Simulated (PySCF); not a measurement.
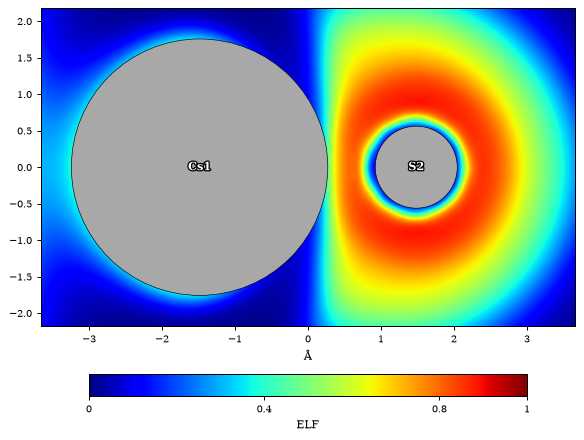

CsS (charge −1). Electron localisation function on a plane that holds the molecular axis. Grey discs cover the atomic cores.

Core potentials replace the inner electrons of Cs.

Method: PBE0/def2-SVPD, non-relativistic Hamiltonian with scalar-relativistic core potentials where named, at a bond length of 2.969 Å (PySCF).

```xyz
2

Cs    0.0000    0.0000   -0.5757
S     0.0000    0.0000    2.3933
```

> What does the map show?

The section cuts through Cs and S sites.
Cs–S (2.97 Å): the ELF peaks at about 0.80 in the valence shell of S, 0.9 Å from its nucleus, and drops to about 0.15 between the two atoms: a largely ionic contact.
